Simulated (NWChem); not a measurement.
# C2H5Cl (chloroethane) at PBE0/6-311+G(d,p)

What is the vertical singlet–triplet gap of C2H5Cl (chloroethane) at PBE0/6-311+G**? 

Program for the calculation: NWChem 7.3.0.

4 further runs of the same task are left out: 2 that didn't finish, 2 set aside as unsound or not needed. Runs told in other sessions of the task aren't counted.

## Step 1: The molecule

The species is C2H5Cl (8 atoms), meant as a singlet with charge 0. As SMILES, `CCCl`. Geometry: relaxed at PBE0-D4/def2-TZVP.

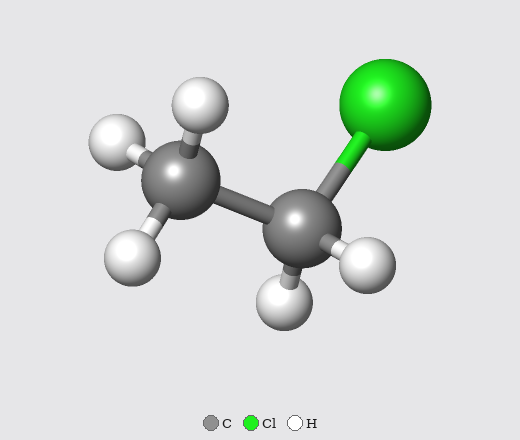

Viewed from a chosen angle; carbon grey, chlorine green, hydrogen white.

## Step 2: Energy and forces at PBE0/6-311+G(d,p)

Contents of c2h5cl.xyz:

```xyz
8
C2H5Cl PBE0
C     -0.443010     0.585800    -0.310980
C      0.277050    -0.619150     0.237130
Cl     1.866810    -0.174460     0.923480
H     -1.409310     0.279580    -0.722170
H      0.135050     1.058950    -1.106120
H     -0.620590     1.325030     0.471490
H      0.475020    -1.361020    -0.535740
H     -0.281020    -1.094720     1.042920
```

Contents of c2h5cl.nw:

```
start c2h5cl
title "C2H5Cl PBE0"
memory 2200 mb

geometry units angstroms noautosym nocenter noautoz
load c2h5cl.xyz
end

basis "ao basis" spherical bse
* library 6-311+G**
end

dft
xc pbe0
grid fine
convergence energy 1e-08
maxiter 100
mulliken
print low
end

task dft gradient
```

Started as:

```bash
nwchem c2h5cl.nw > c2h5cl.out
```

Log:

```text
[...]
 d= 0,ls=0.0,diis     1   -539.1717000204 -6.42D+02  7.07D-03  6.37D-01     3.7
[...]
 d= 0,ls=0.0,diis     8   -539.2068048447 -1.71D-09  1.47D-06  1.04D-08    23.5
         Total DFT energy =     -539.206804844686
      One electron energy =     -945.730306249586
           Coulomb energy =      344.066192018812
    Exchange-Corr. energy =      -40.717605724703
 Nuclear repulsion energy =      103.174915110791
[...]
      Total Density - Mulliken Population Analysis
     ---------------------------------------------
    Atom       Charge   Shell Charges
 -----------   ------   -------------------------------------------------------
    1 C    6     6.55   1.10  0.89  0.64  0.73  1.56  0.51  0.89  0.16  0.02  0.04
    2 C    6     6.53   1.10  0.89  0.60  0.75  1.54  0.55  0.88  0.11  0.04  0.07
    3 Cl  17    16.89   0.78  1.19  0.90  1.09  1.00  1.04  7.41 -1.51  1.07  2.97  1.20 -0.17 -0.10  0.03
    4 H    1     0.83   0.27  0.49  0.06  0.02
    5 H    1     0.82   0.27  0.48  0.05  0.02
    6 H    1     0.82   0.27  0.48  0.05  0.02
    7 H    1     0.78   0.27  0.47  0.02  0.02
    8 H    1     0.78   0.27  0.47  0.02  0.02
[...]
                         DFT ENERGY GRADIENTS
    atom               coordinates                        gradient
                 x          y          z           x          y          z
   1 C      -0.837168   1.107001  -0.587667    0.000373  -0.000347   0.000242
   2 C       0.523549  -1.170024   0.448111    0.002205   0.001515   0.000796
   3 Cl      3.527759  -0.329682   1.745124   -0.003854  -0.000804  -0.001710
   4 H      -2.663210   0.528330  -1.364703    0.000643   0.000122   0.000287
   5 H       0.255207   2.001125  -2.090264   -0.000217  -0.000448   0.000706
   6 H      -1.172745   2.503944   0.890987    0.000342  -0.000649  -0.000466
   7 H       0.897658  -2.571955  -1.012402    0.000052   0.000378   0.000494
   8 H      -0.531051  -2.068721   1.970833    0.000456   0.000233  -0.000350
 Task  times  cpu:       30.9s     wall:       30.9s
 Total times  cpu:       31.0s     wall:       31.0s
```

Run time: 32 s. Hardware: 1 thread of Intel Xeon Platinum 8259CL at 2.50GHz (Skylake/Cascade Lake), shared host; peak memory 0.13 GiB.

## Step 3: The triplet: the energy at UPBE0/6-311+G(d,p)

Contents of m1.xyz:

```xyz
8
C2H5Cl energy
C     -0.443010     0.585800    -0.310980
C      0.277050    -0.619150     0.237130
Cl     1.866810    -0.174460     0.923480
H     -1.409310     0.279580    -0.722170
H      0.135050     1.058950    -1.106120
H     -0.620590     1.325030     0.471490
H      0.475020    -1.361020    -0.535740
H     -0.281020    -1.094720     1.042920
```

Contents of run.py:

```python
from ase.io import read
from ase.calculators.nwchem import NWChem

molecule = read('m1.xyz')

calc = NWChem(
    label='m1',
    theory='dft',
    memory='2200 mb',
    basis='6-311+G**',
    basispar='spherical bse',
    dft={'xc': 'pbe0', 'mult': '3', 'grid': 'fine', 'convergence': 'energy 1e-08', 'iterations': '100', 'mulliken': None},
    task='energy',
)
molecule.calc = calc

e = molecule.get_potential_energy()
print(f"E = {e:.6f} eV")
```

Started as:

```bash
export ASE_NWCHEM_COMMAND="nwchem PREFIX.nwi > PREFIX.nwo"
python run.py
```

Log:

```text
E = -14665.778746 eV
```

The calculator wrote m1.nwi:

```
title "m1"

permanent_dir m1

scratch_dir m1

start m1

geometry units angstrom nocenter noautosym noautoz
  C  -4.4301000000000001e-01 5.8579999999999999e-01 -3.1097999999999998e-01
  C  2.7705000000000002e-01 -6.1914999999999998e-01 2.3713000000000001e-01
  Cl 1.8668100000000001e+00 -1.7446000000000000e-01 9.2347999999999997e-01
  H  -1.4093100000000001e+00 2.7958000000000000e-01 -7.2216999999999998e-01
  H  1.3505000000000000e-01 1.0589500000000001e+00 -1.1061200000000000e+00
  H  -6.2058999999999997e-01 1.3250299999999999e+00 4.7149000000000002e-01
  H  4.7502000000000000e-01 -1.3610199999999999e+00 -5.3573999999999999e-01
  H  -2.8101999999999999e-01 -1.0947199999999999e+00 1.0429200000000001e+00
end

memory 2200 mb

basis spherical bse noprint
   * library 6-311+G**
end

dft
  xc pbe0
  mult 3
  grid fine
  convergence energy 1e-08
  iterations 100
  mulliken
end

task dft energy
```

m1.nwo:

```text
Northwest Computational Chemistry Package (NWChem) 7.3.0
             --------------------------------------------------------

           Job information
           ---------------

    nwchem branch   = 7.3.0
    use scalapack   = T
    input           = m1.nwi
    prefix          = m1.
    data base       = m1/m1.db
    status          = startup
    nproc           =        1

           Memory information
           ------------------

    heap     =     72089600 doubles =      550.0 Mbytes
    stack    =     72089597 doubles =      550.0 Mbytes
    global   =    144179200 doubles =     1100.0 Mbytes (distinct from heap & stack)
    total    =    288358397 doubles =     2200.0 Mbytes
    verify   = yes
    hardfail = no

           Directory information
           ---------------------

  0 permanent = m1
  0 scratch   = m1

                                NWChem Input Module
                                -------------------

                                        m1
                                        --

 Scaling coordinates for geometry "geometry" by  1.889725989
 (inverse scale =  0.529177249)

                             Geometry "geometry" -> ""
                             -------------------------

 Output coordinates in angstroms (scale by  1.889725989 to convert to a.u.)

  No.       Tag          Charge          X              Y              Z
 ---- ---------------- ---------- -------------- -------------- --------------
    1 C                    6.0000    -0.44301000     0.58580000    -0.31098000
    2 C                    6.0000     0.27705000    -0.61915000     0.23713000
    3 Cl                  17.0000     1.86681000    -0.17446000     0.92348000
[... 4 lines of this table left out ...]
    8 H                    1.0000    -0.28102000    -1.09472000     1.04292000

      Atomic Mass
      -----------

[... 6 lines left out ...]
            Nuclear Dipole moment (a.u.)
[... 69 lines left out ...]
  convergence criterion.
[... 16 lines left out ...]
          Convergence on density requested:  1.00D-05
[... 22 lines left out ...]
          Spatial weights used:  Erf1
[... 3 lines left out ...]
          Convergence aids based upon iterative change in
[... 82 lines left out ...]
         Total DFT energy =     -538.957432477098
[... 1 line left out ...]
           Coulomb energy =      343.045073772830
[... 1 line left out ...]
 Nuclear repulsion energy =      103.174915110791
[... 743 lines left out ...]
                     DFT Final Beta Molecular Orbital Analysis
[... 804 lines left out ...]
   alpha     41     42     43     44     45     46     47     48     49     50
    beta     42     41     43     44     45     47     46     48     49     50
 overlap   0.897  0.985  0.995  0.986  0.993  0.998  0.999  0.989  0.991  0.992

   alpha     51     52     53     54     55     56     57     58     59     60
    beta     51     52     54     53     55     56     57     58     59     60
 overlap   0.880  0.794  0.795  0.870  0.955  0.931  0.977  0.996  0.995  0.996

   alpha     61     62     63     64     65     66     67     68     69     70
    beta     61     62     63     65     64     67     66     68     69     70
 overlap   0.998  0.999  1.000  0.835  0.835  0.910  0.911  0.997  0.994  0.996

   alpha     71     72     73     74     75     76     77     78     79     80
    beta     71     72     73     74     75     76     77     78     79     80
 overlap   0.996  0.998  0.999  0.998  0.999  0.999  0.976  0.999  0.977  0.998

   alpha     81     82     83     84     85     86     87     88     89     90
    beta     81     82     83     84     85     86     87     88     89     90
 overlap   0.995  0.996  0.999  0.982  0.981  0.999  0.998  0.998  0.999  0.998

   alpha     91     92     93     94     95     96     97     98     99    100
    beta     91     92     93     94     95     96     97     98     99    100
 overlap   0.999  0.995  0.995  0.996  1.000  0.996  1.000  1.000  1.000  1.000

   alpha    101    102    103    104
    beta    101    102    103    104
 overlap   1.000  1.000  1.000  1.000

     --------------------------
     Expectation value of S2:
     --------------------------
      <S2> =      2.0040 (Exact =     2.0000)

 center of mass
 --------------
 x =   1.81788238 y =  -0.18574340 z =   0.90195319

 moments of inertia (a.u.)
 ------------------
         127.347410032813          42.611326182913        -119.151644818569
          42.611326182913         318.065405331890          27.672228707654
        -119.151644818569          27.672228707654         299.400198882946

     Multipole analysis of the density
     ---------------------------------

     L   x y z        total         alpha         beta         nuclear
     -   - - -        -----         -----         ----         -------
     0   0 0 0     -0.000000    -18.000000    -16.000000     34.000000

     1   1 0 0     -0.323287    -30.099273    -25.100069     54.876055
[... 8 lines of this table left out ...]
     2   0 0 2    -20.198759    -48.007238    -39.175862     66.984341

 Task  times  cpu:       61.9s     wall:       61.9s
 Total times  cpu:       62.0s     wall:       62.0s
```

Run time: 63 s. Hardware: 1 thread of Intel Xeon Platinum 8259CL at 2.50GHz (Skylake/Cascade Lake), shared host; peak memory 0.12 GiB.

## Step 4: Results

At PBE0/6-311+G**:

| quantity | value |
| --- | --- |
| singlet: total energy | -539.20680 Eh |
| singlet: largest force on an atom | 0.221 eV/Å |
| triplet: total energy | -538.95743 Eh |
| triplet: dipole moment | 0.91 D |
| triplet: HOMO energy (highest over α and β) | -2.10 eV |
| triplet: ⟨S²⟩ | 2.004 |
| vertical energy of the triplet above the singlet | 6.786 eV |

**Reading.** At this shape the triplet lies 6.79 eV (655 kJ/mol) above the singlet. Mulliken charges (singlet) run from -0.55 on C1 to +0.22 on H7; in a basis this large or diffuse they mean little.
